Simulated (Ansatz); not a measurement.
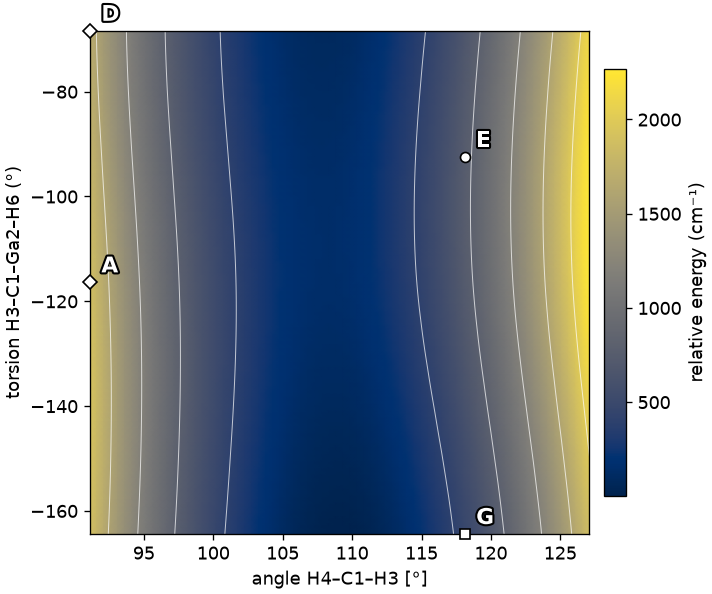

CH₄Ga, SMILES [CH3][GaH], spin multiplicity 2. 
- Two internal coordinates are moved rigidly from the geometry relaxed at PBE0-D4/def2-TZVP, all others fixed.
- Coordinates scanned: (1) angle H4–C1–H3; (2) torsion H3–C1–Ga2–H6.
- The grid has 5 × 5 points.
- All energies are given in cm⁻¹ relative to the lowest grid point.
- All numbers below come from UHF-CCSD(T), frozen core/def2-TZVPP (Ansatz).

Drawn: a smooth colour map with a few white contour lines, lettered points. Between grid points the surface is interpolated.

Question: Is D the lowest point of the computed grid?

Answer: No. D lies 1701 cm⁻¹ above the lowest grid point, which is at angle H4–C1–H3 = 109°, torsion H3–C1–Ga2–H6 = −164.4°.

Question: Rank the lettered points by energy, lowest first.

Answer: G (475 cm⁻¹), E (741 cm⁻¹), D (1701 cm⁻¹), A (1893 cm⁻¹).
